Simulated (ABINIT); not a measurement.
# Converging GW for BN (Qingsongite) in ABINIT

Wanted: a converged G0W0 gap of BN (Qingsongite), or an estimate of the limit.

Main program and level: ABINIT 10.8.3; PBE and many-body steps on it, plane waves.

## (1) Starting point

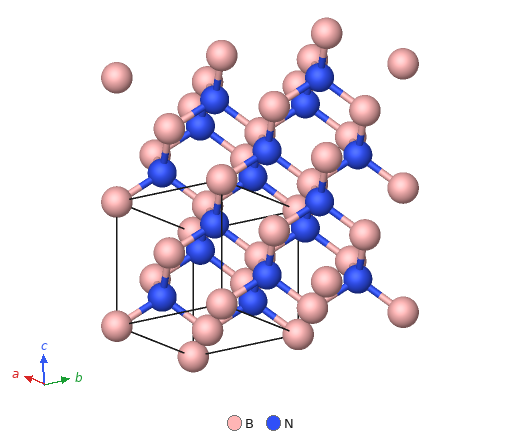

The starting structure, seen from a free direction (boron pink, nitrogen blue). 1×2×2 cells are drawn. This picture shows the conventional cell, with its axes. Bonds to atoms that aren't drawn are left out. Some periodic images of atoms are drawn too.

The cell and positions come from the Crystallography Open Database and are kept as given unless a step says otherwise.

## (2) Empty states on the mesh, 8×8×8 mesh, 311 bands

This step: ABINIT 10.8.3; DFT, PBE, plane waves, norm-conserving pseudopotentials.

The sums over transitions need many empty states on a uniform mesh; this step solves for them.

File run.abi:

```
acell 3*1.0 Angstrom
rprim 
  -0.000000000000 1.807500000000 1.807500000000
  1.807500000000 0.000000000000 1.807500000000
  1.807500000000 1.807500000000 -0.000000000000
ntypat 2
znucl 5 7
natom 2
typat 1 2
xred 
  0.000000000000 0.000000000000 0.000000000000
  0.250000000000 0.250000000000 0.250000000000
pp_dirpath "pseudos"
pseudos "B.upf, N.upf"
ecut 36
ngkpt 8 8 8
nshiftk 1
shiftk 0 0 0
kptopt 1
chksymbreak 0
irdden 1
istwfk *1
nband 311
prtvol 0
optdriver 6
gwr_task "HDIAGO"
paral_kgb 0
occopt 1
indata_prefix "in"
outdata_prefix "out"
tmpdata_prefix "tmp"
```

Command:

```bash
OMP_NUM_THREADS=1 mpirun -n 4 abinit run.abi > log
```

Log:

```text
.Version 10.8.3 of ABINIT. v10.8.2 released Aug 2026.

 Symmetries : space group F-4 3 m (#216); Bravais cF (face-center cubic)
[... echo of the input left out ...]
== DATASET  1 ==================================================================
-   mpi_nproc: 4, omp_nthreads: 1 (-1 if OMP is not activated)

--- !DatasetInfo
iteration_state: {dtset: 1, }
dimensions: {natom: 2, nkpt: 29, mband: 311, nsppol: 1, nspinor: 1, nspden: 1, mpw: 869, }
cutoff_energies: {ecut:  36.0, pawecutdg:  -1.0, }
[...]
Indirect band gap semiconductor
 Fundamental gap:     4.535 (eV)
   VBM:     8.220 (eV) at k: [ 0.0000E+00,  0.0000E+00,  0.0000E+00]
   CBM:    12.755 (eV) at k: [ 5.0000E-01,  5.0000E-01,  0.0000E+00]
 Direct gap:         8.878 (eV) at k: [ 0.0000E+00,  0.0000E+00,  0.0000E+00]

== END DATASET(S) ==============================================================
================================================================================

 -outvars: echo values of variables after computation  --------
           etotal      0.0000000000E+00
            nband         311
             nkpt          29
          spgroup         216
 [... the other variables as echoed above ...]

 Calculation completed.
```

Wall time 9.7 s (4 MPI ranks of Arm Neoverse V1, shared host); peak memory 0.34 GiB.

This step gave:

```
gap                                                           : 4.535 eV
k of the valence top                                          : 0, 0, 0
k of the conduction bottom                                    : 0.5, 0.5, 0
least direct gap                                              : 8.878 eV
k points computed                                             : 29
lowest point of the top converged band, above the valence top : 469.9290 eV
```

On this mesh the gap is 4.535 eV.

The density comes from a self-consistent run that is not shown.

## (3) Screening, 8×8×8 mesh, 63 bands, screening to 203.5 eV

The RPA dielectric matrix is built and inverted for each q.

This step: RPA screening on PBE, plane waves, norm-conserving pseudopotentials.

Changes to run.abi since step 2:

```diff
@@ -20,10 +20,11 @@
 chksymbreak 0
-irdden 1
 istwfk *1
-nband 311
-prtvol 0
-optdriver 6
-gwr_task "HDIAGO"
-paral_kgb 0
 occopt 1
+irdwfk 1
+optdriver 3
+nband 63
+ecuteps 7.48
+inclvkb 2
+awtr 1
+symchi 1
 indata_prefix "in"
```

Log:

```text
.Version 10.8.3 of ABINIT. v10.8.2 released Aug 2026.

 Symmetries : space group F-4 3 m (#216); Bravais cF (face-center cubic)
[... echo of the input left out ...]
== DATASET  1 ==================================================================
-   mpi_nproc: 4, omp_nthreads: 1 (-1 if OMP is not activated)

--- !DatasetInfo
iteration_state: {dtset: 1, }
dimensions: {natom: 2, nkpt: 29, mband: 63, nsppol: 1, nspinor: 1, nspden: 1, mpw: 869, }
cutoff_energies: {ecut:  36.0, pawecutdg:  -1.0, }
electrons: {nelect:   8.00000000E+00, charge:   0.00000000E+00, occopt:   1.00000000E+00, tsmear:   1.00000000E-02, }

 SCREENING: Calculation of the susceptibility and dielectric matrices

 Based on a program developped by R.W. Godby, V. Olevano, G. Onida, and L. Reining.
 Incorporated in ABINIT by V. Olevano, G.-M. Rignanese, and M. Torrent.
.Using double precision arithmetic ; gwpc =  8

[... cell and pseudopotentials left out ...]
--------------------------------------------------------------------------------

 ==== K-mesh for the wavefunctions ====
 Number of points in the irreducible wedge :    29
[... list of points left out ...]
 Together with 24 symmetry operations and time-reversal symmetry
 yields   512 points in the full Brillouin Zone.

 ==== Q-mesh for the screening function ====
 Number of points in the irreducible wedge :    29
[... list of points left out ...]
 Together with 24 symmetry operations and time-reversal symmetry
 yields   512 points in the full Brillouin Zone.

 setmesh: FFT mesh size selected  =    20x   20x   20
          total number of points  =         8000

 vcoul_init : cutoff-mode = AUXILIARY_FUNCTION
 q-points for optical limit:   1
     1)      0.000010    0.000020    0.000030

- screening: taking advantage of time-reversal symmetry
- Maximum band index for partially occupied states nbvw = 4
- Remaining bands to be divided among processors   nbcw = 59
- Number of bands treated by each node ~14

 Number of electrons calculated from density =    8.0000; Expected =    8.0000
 average of density, n =  0.100376
 r_s =    1.3348
 omega_plasma =   30.5612 [eV]

 calculating chi0 at frequencies [eV] :
  1    0.000000E+00    0.000000E+00
  2    0.000000E+00    3.056116E+01

--------------------------------------------------------------------------------
  q-point number  1        q = ( 0.000000, 0.000000, 0.000000) [r.l.u.]
--------------------------------------------------------------------------------
[... chi0 elements left out ...]
 For q-point:  0.000010 0.000020 0.000030
  dielectric constant =   4.3192
  dielectric constant without local fields =   4.6606

  Average fulfillment of the sum rule on Im[epsilon] for q-point    1 :     87.09  [%]
[... wings left out ...]
  q-point number  2        q = ( 0.125000, 0.000000, 0.000000) [r.l.u.]
--------------------------------------------------------------------------------
[... chi0 elements left out ...]
  Average fulfillment of the sum rule on Im[epsilon] for q-point    2 :     97.25  [%]

 [... 27 further q-points ...]
```

Elapsed: 38 s, on 4 MPI ranks; peak memory 0.62 GiB; 2.5 min of CPU time.

This step gave:

```yaml
eps_infinity_with_local_fields_on_this_mesh_along_the_program_s_q_direction: 4.319
the_same_without_local_fields: 4.661
plasma_frequency: 30.56 eV
plane_waves_in_the_screening_matrix: 65
```

Local fields lower ε∞ by 7 %.

## (4) 63 bands, 203.5 eV

The self-energy is evaluated for the states that the input lists, and the levels follow from it, in one-shot runs by the linearised quasiparticle equation.

This step: G0W0 on PBE, plane waves, norm-conserving pseudopotentials.

Changes to run.abi since step 3:

```diff
@@ -23,8 +23,19 @@
 irdwfk 1
-optdriver 3
+optdriver 4
 nband 63
+gwcalctyp 0
+ecutsigx 36
+symsigma 1
+nkptgw 3
+kptgw 
+  0.0000000000 0.0000000000 0.0000000000
+  0.5000000000 0.5000000000 0.0000000000
+  0.5000000000 0.0000000000 0.0000000000
+bdgw 
+  2 7
+  3 6
+  3 7
 ecuteps 7.48
-inclvkb 2
-awtr 1
-symchi 1
+irdscr 1
+ppmodel 1
 indata_prefix "in"
```

Log:

```text
.Version 10.8.3 of ABINIT. v10.8.2 released Aug 2026.

 Symmetries : space group F-4 3 m (#216); Bravais cF (face-center cubic)
[... echo of the input left out ...]
== DATASET  1 ==================================================================
-   mpi_nproc: 4, omp_nthreads: 1 (-1 if OMP is not activated)

--- !DatasetInfo
iteration_state: {dtset: 1, }
dimensions: {natom: 2, nkpt: 29, mband: 63, nsppol: 1, nspinor: 1, nspden: 1, mpw: 869, }
cutoff_energies: {ecut:  36.0, pawecutdg:  -1.0, }
electrons: {nelect:   8.00000000E+00, charge:   0.00000000E+00, occopt:   1.00000000E+00, tsmear:   1.00000000E-02, }

 SIGMA: Calculation of the GW corrections

 Based on a program developped by R.W. Godby, V. Olevano, G. Onida, and L. Reining.
 Incorporated in ABINIT by V. Olevano, G.-M. Rignanese, and M. Torrent.
.Using double precision arithmetic ; gwpc =  8

[... cell and pseudopotentials left out ...]
--------------------------------------------------------------------------------

 ==== K-mesh for the wavefunctions ====
 Number of points in the irreducible wedge :    29
[... list of points left out ...]
 Together with 24 symmetry operations and time-reversal symmetry
 yields   512 points in the full Brillouin Zone.

 ==== Q-mesh for screening function ====
 Number of points in the irreducible wedge :    29
[... list of points left out ...]
 Together with 24 symmetry operations and time-reversal symmetry
 yields   512 points in the full Brillouin Zone.

 vcoul_init : cutoff-mode = AUXILIARY_FUNCTION
 q-points for optical limit:   1
     1)      0.000010    0.000020    0.000030
 setmesh: FFT mesh size selected  =    25x   25x   25
          total number of points  =        15625

 Number of electrons calculated from density =    8.0000; Expected =    8.0000
 average of density, n =  0.100376
 r_s =    1.3348
 omega_plasma =   30.5612 [eV]

 === KS Band Gaps ===
  >>>> For spin  1
   Minimum direct gap =   8.8782 [eV], located at k-point      :   0.0000  0.0000  0.0000
   Fundamental gap    =   4.5349 [eV], Top of valence bands at :   0.0000  0.0000  0.0000
                                       Bottom of conduction at :   0.5000  0.5000  0.0000
 SIGMA fundamental parameters:
 PLASMON POLE MODEL  1
 number of plane-waves for SigmaX                  869
 number of plane-waves for SigmaC and W             65
 number of plane-waves for wavefunctions           869
 number of bands                                    63
 number of independent spin polarizations            1
 number of spinorial components                      1
 number of k-points in IBZ                          29
 number of q-points in IBZ                          29
 number of symmetry operations                      24
 number of k-points in BZ                          512
 number of q-points in BZ                          512
 number of frequencies for dSigma/dE                 9
 frequency step for dSigma/dE [eV]                0.25
 number of omega for Sigma on real axis              0
 max omega for Sigma on real axis  [eV]           0.00
 zcut for avoiding poles [eV]                     0.10

 EPSILON^-1 parameters (SCR file):
 dimension of the eps^-1 matrix on file             65
 dimension of the eps^-1 matrix used                65
 number of plane-waves for wavefunctions           869
 number of bands                                    63
 number of q-points in IBZ                          29
 number of frequencies                               2
 number of real frequencies                          1
 number of imag frequencies                          1

 matrix elements of self-energy operator (all in [eV])

 Perturbative Calculation

--- !SelfEnergy_ee
iteration_state: {dtset: 1, }
kpoint     : [   0.000,    0.000,    0.000, ]
spin       : 1
KS_gap     :    8.878
QP_gap     :   10.877
Delta_QP_KS:    1.999
data: !SigmaeeData |
     Band     E0 <VxcDFT>   SigX SigC(E0)      Z dSigC/dE  Sig(E)    E-E0       E
        2   8.220 -18.520 -22.080   2.605   0.829  -0.207 -19.311  -0.792   7.429
        3   8.220 -18.520 -22.080   2.605   0.829  -0.207 -19.311  -0.792   7.429
        4   8.220 -18.520 -22.080   2.605   0.829  -0.207 -19.311  -0.792   7.429
        5  17.099 -13.778  -7.152  -5.195   0.843  -0.186 -12.571   1.207  18.305
        6  17.099 -13.778  -7.152  -5.195   0.843  -0.186 -12.571   1.207  18.305
        7  17.099 -13.778  -7.152  -5.195   0.843  -0.186 -12.571   1.207  18.305

--- !SelfEnergy_ee
iteration_state: {dtset: 1, }
kpoint     : [   0.500,    0.500,    0.000, ]
spin       : 1
KS_gap     :    9.442
QP_gap     :   11.368
Delta_QP_KS:    1.926
data: !SigmaeeData |
     Band     E0 <VxcDFT>   SigX SigC(E0)      Z dSigC/dE  Sig(E)    E-E0       E
[...]
--- !SelfEnergy_ee
iteration_state: {dtset: 1, }
kpoint     : [   0.500,    0.000,    0.000, ]
spin       : 1
KS_gap     :   12.154
QP_gap     :   14.049
Delta_QP_KS:    1.896
data: !SigmaeeData |
     Band     E0 <VxcDFT>   SigX SigC(E0)      Z dSigC/dE  Sig(E)    E-E0       E
[...]
5  18.431 -14.677  -8.165  -5.453   0.834  -0.198 -13.794   0.884  19.314
        6  18.999 -13.941  -6.909  -5.500   0.839  -0.192 -12.655   1.286  20.285
        7  18.999 -13.941  -6.909  -5.500   0.839  -0.192 -12.655   1.286  20.285

== END DATASET(S) ==============================================================
================================================================================

 -outvars: echo values of variables after computation  --------
           etotal      0.0000000000E+00
            nband          63
             nkpt          29
          spgroup         216
 [... the other variables as echoed above ...]

 Calculation completed.
```

The job ended after 5.3 s (4 MPI ranks; peak memory 0.57 GiB).

Numbers from this step:

- G0W0 gap on the points computed: 5.958 eV
- starting gap on the mesh: 4.535 eV
- k of the valence top: 0, 0, 0
- k of the conduction bottom: 0.5, 0.5, 0
- Z at the valence top: 0.829
- Z at the conduction bottom: 0.855
- least direct G0W0 gap on the computed points: 10.88 eV

The gap on the mesh goes from 4.53 eV to 5.96 eV, a correction of +1.42 eV.

## (5) Screening, 8×8×8 mesh, 94 bands, screening to 269.4 eV

This step: RPA screening on PBE, plane waves, norm-conserving pseudopotentials.

Changes to run.abi since step 4:

```diff
@@ -23,19 +23,8 @@
 irdwfk 1
-optdriver 4
-nband 63
-gwcalctyp 0
-ecutsigx 36
-symsigma 1
-nkptgw 3
-kptgw 
-  0.0000000000 0.0000000000 0.0000000000
-  0.5000000000 0.5000000000 0.0000000000
-  0.5000000000 0.0000000000 0.0000000000
-bdgw 
-  2 7
-  3 6
-  3 7
-ecuteps 7.48
-irdscr 1
-ppmodel 1
+optdriver 3
+nband 94
+ecuteps 9.9
+inclvkb 2
+awtr 1
+symchi 1
 indata_prefix "in"
```

Log:

```text
.Version 10.8.3 of ABINIT. v10.8.2 released Aug 2026.

 Symmetries : space group F-4 3 m (#216); Bravais cF (face-center cubic)
[... echo of the input left out ...]
== DATASET  1 ==================================================================
-   mpi_nproc: 4, omp_nthreads: 1 (-1 if OMP is not activated)

--- !DatasetInfo
iteration_state: {dtset: 1, }
dimensions: {natom: 2, nkpt: 29, mband: 94, nsppol: 1, nspinor: 1, nspden: 1, mpw: 869, }
cutoff_energies: {ecut:  36.0, pawecutdg:  -1.0, }
electrons: {nelect:   8.00000000E+00, charge:   0.00000000E+00, occopt:   1.00000000E+00, tsmear:   1.00000000E-02, }

 SCREENING: Calculation of the susceptibility and dielectric matrices

 Based on a program developped by R.W. Godby, V. Olevano, G. Onida, and L. Reining.
 Incorporated in ABINIT by V. Olevano, G.-M. Rignanese, and M. Torrent.
.Using double precision arithmetic ; gwpc =  8

[... cell and pseudopotentials left out ...]
--------------------------------------------------------------------------------

 ==== K-mesh for the wavefunctions ====
 Number of points in the irreducible wedge :    29
[... list of points left out ...]
 Together with 24 symmetry operations and time-reversal symmetry
 yields   512 points in the full Brillouin Zone.

 ==== Q-mesh for the screening function ====
 Number of points in the irreducible wedge :    29
[... list of points left out ...]
 Together with 24 symmetry operations and time-reversal symmetry
 yields   512 points in the full Brillouin Zone.

 setmesh: FFT mesh size selected  =    20x   20x   20
          total number of points  =         8000

 vcoul_init : cutoff-mode = AUXILIARY_FUNCTION
 q-points for optical limit:   1
     1)      0.000010    0.000020    0.000030

- screening: taking advantage of time-reversal symmetry
- Maximum band index for partially occupied states nbvw = 4
- Remaining bands to be divided among processors   nbcw = 90
- Number of bands treated by each node ~22

 Number of electrons calculated from density =    8.0000; Expected =    8.0000
 average of density, n =  0.100376
 r_s =    1.3348
 omega_plasma =   30.5612 [eV]

 calculating chi0 at frequencies [eV] :
  1    0.000000E+00    0.000000E+00
  2    0.000000E+00    3.056116E+01

--------------------------------------------------------------------------------
  q-point number  1        q = ( 0.000000, 0.000000, 0.000000) [r.l.u.]
--------------------------------------------------------------------------------
[... chi0 elements left out ...]
 For q-point:  0.000010 0.000020 0.000030
  dielectric constant =   4.3119
  dielectric constant without local fields =   4.6610

  Average fulfillment of the sum rule on Im[epsilon] for q-point    1 :     92.91  [%]
[... wings left out ...]
  q-point number  2        q = ( 0.125000, 0.000000, 0.000000) [r.l.u.]
--------------------------------------------------------------------------------
[... chi0 elements left out ...]
  Average fulfillment of the sum rule on Im[epsilon] for q-point    2 :     99.22  [%]

 [... 27 further q-points ...]
```

The job ended after 71 s (4 MPI ranks; peak memory 0.78 GiB; 4.7 min of CPU time).

This step gave:

```
ε∞ with local fields, on this mesh, along the program's q direction : 4.312
the same without local fields                                       : 4.661
plasma frequency                                                    : 30.56 eV
plane waves in the screening matrix                                 : 113
```

(Continued in part 2 of 2.)

[Paths, hosts, dates, memory and timing lines, banners, echoed tables and standing remarks are left out of the program output.]

[Logs are printed without paths, hosts, clocks, repeated set-up lines and the standing remarks that a program may print on its own settings, such as how far it seeks lower states.]

[Runs of the session that timed out or met a known fault of the program may be left out.]

[Hosts, paths, dates, database ids (printed as entryN), source tags and the programs' standing remarks are cut or masked in the printed files.]

[G0W0 gaps are taken among the corrected bands and points alone; a level outside them can change the order at an edge.]

[Where Ansatz stands beside ABINIT at settings called matched, ABINIT's density can come from a denser mesh and the files from another edition; pairs whose starting gaps differed by over 0.03 eV were left out, so agreement reads better than it is.]
